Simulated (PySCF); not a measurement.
# C₆H₉FO₂S: what the fields show

```
atom    x (Å)    y (Å)    z (Å)
   C   3.2066  -1.1824   0.5994
   S   2.5165   0.4661   0.9036
   C   1.1378   0.3791  -0.2713
   C   0.1768   1.5673  -0.2145
   C  -0.8461   0.5185   0.2209
   F  -1.2955   0.6696   1.5100
   C  -2.0408   0.2408  -0.7128
   C  -3.0252  -0.7319  -0.1562
   O  -2.0890   0.7486  -1.8009
   O   0.1016  -0.5221   0.1340
   H   3.5720  -1.2394  -0.4224
   H   2.4312  -1.9210   0.7777
   H   4.0245  -1.3157   1.2990
   H   1.5297   0.1038  -1.2532
   H   0.4072   2.3023   0.5512
   H  -0.0534   2.0418  -1.1643
   H  -2.4938  -1.6316   0.1511
   H  -3.7870  -0.9686  -0.8933
   H  -3.4828  -0.3037   0.7347
```

Geometry: GFN2-xTB.

Theory: PBE0/pcSseg-1, SCF density, gas phase, non-relativistic (PySCF).

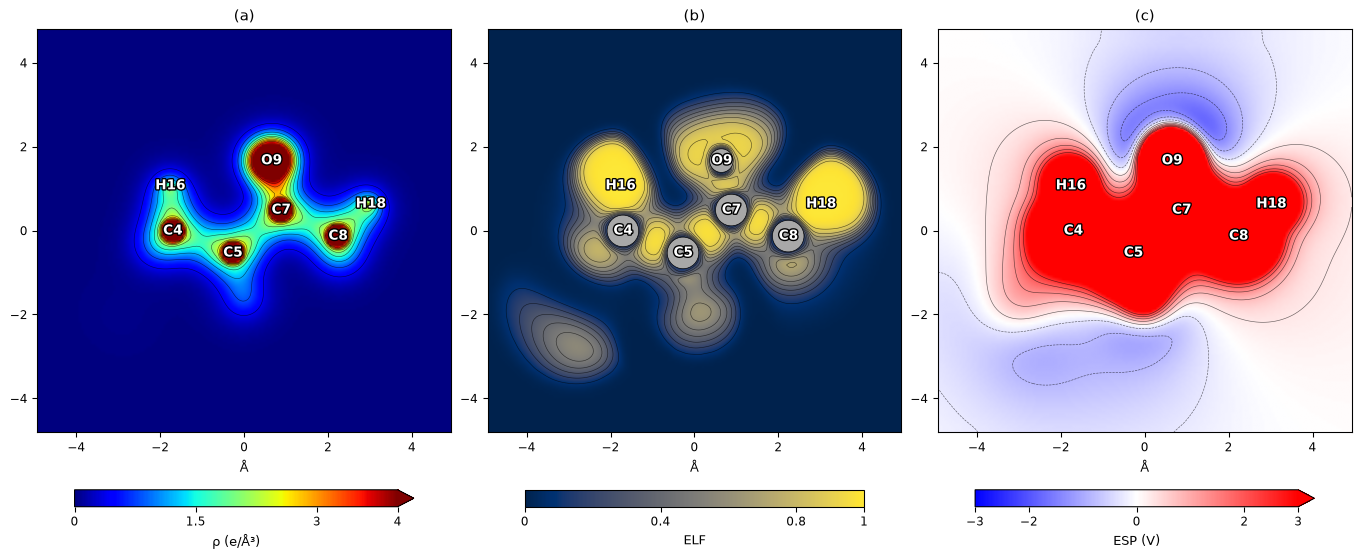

Figure 1. (a) total electron density; (b) electron localisation function; (c) electrostatic potential on the plane of atoms C8, C7 and O9. Grey discs cover the atomic cores in the ELF map.

### What does the map show?

- Atoms in the plane: C, O and H.
- C–O (1.20 Å): ρ is about 3.3 e/Å³ halfway; the ELF peaks at about 0.85 between the atoms (a short, multiple covalent bond).
- C–C (1.49 Å): ρ at the midpoint is about 1.8 e/Å³; the ELF peaks at about 0.95 between the atoms; a covalent bond.
- C–H (1.09 Å): ρ is about 2 e/Å³ halfway; the ELF climbs to about 1 towards the hydrogen, as it does in any bond to H; a covalent bond by its length.
- C–C (1.54 Å): ρ is about 1.7 e/Å³ halfway; the ELF peaks at about 1 between the atoms, as expected for localised, covalent bonding.
- The ELF also peaks beside O9, away from the bonds: lone-pair regions.
- Outside the dense part of the molecule the potential is most negative (−1.8 V) near O9.

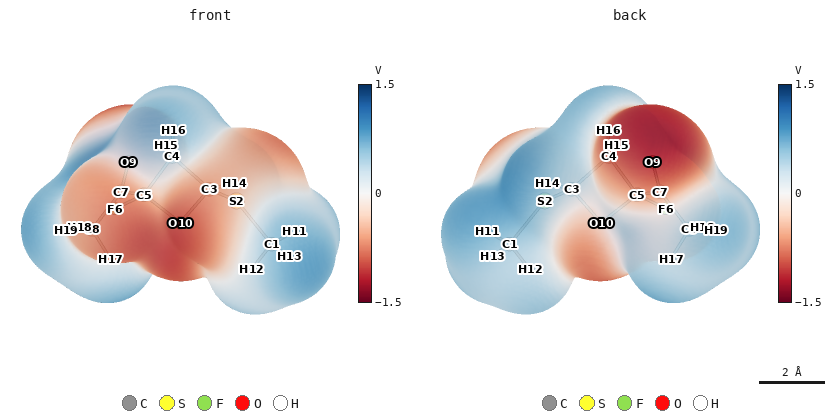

Figure 2. The molecular electrostatic potential painted on the density surface at 0.001 e/bohr³, seen from the front and from behind; the colour scale runs from red (negative) to blue (positive).

### Where is the surface potential most negative and most positive?

The most negative region (about −1.2 V) lies over O9, the most positive (about +0.9 V) over H11 and H14. O9 is the likeliest acceptor of a hydrogen bond.
